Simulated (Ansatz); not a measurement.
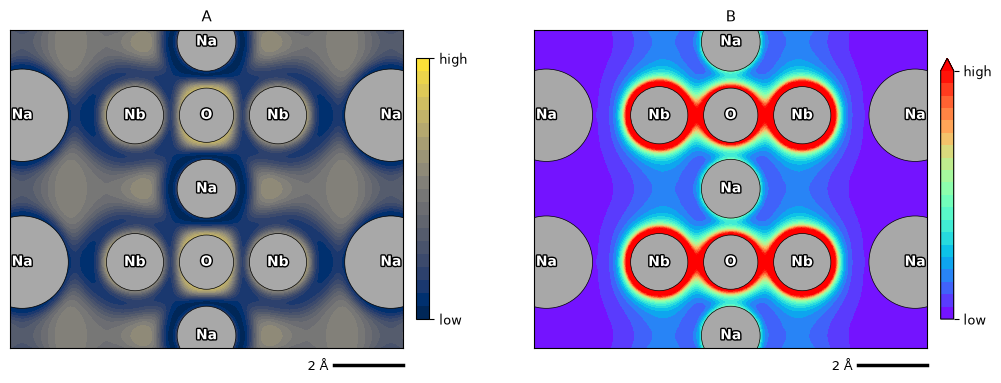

Na2Nb2O: 2 fields on the (110) plane of the conventional cell, with unlabelled colour scales. Grey discs cover the atomic cores.

Space group P4/mmm; a structure generated by program, which may or may not match a known phase.

Computed with Ansatz, DFT PBE, scalar-relativistic, plane waves, PAW.

Match the panels to the quantities (electron localisation function and valence pseudo-density).

Panel A: electron localisation function. Panel B: valence pseudo-density. From the grid: Nb–O (2.06 Å): the density is about 0.72 e/Å³ at the midpoint; the ELF peaks at about 0.80 in the valence shell of O, 0.6 Å from its nucleus, and drops to about 0.20 between the two atoms (no shared electron pair shows on this line). Na–O (2.12 Å): the density is about 0.28 e/Å³ at the midpoint; the ELF peaks at about 0.80 in the valence shell of O, 0.6 Å from its nucleus, and is about 0.10 at the midpoint; no shared electron pair shows on this line.
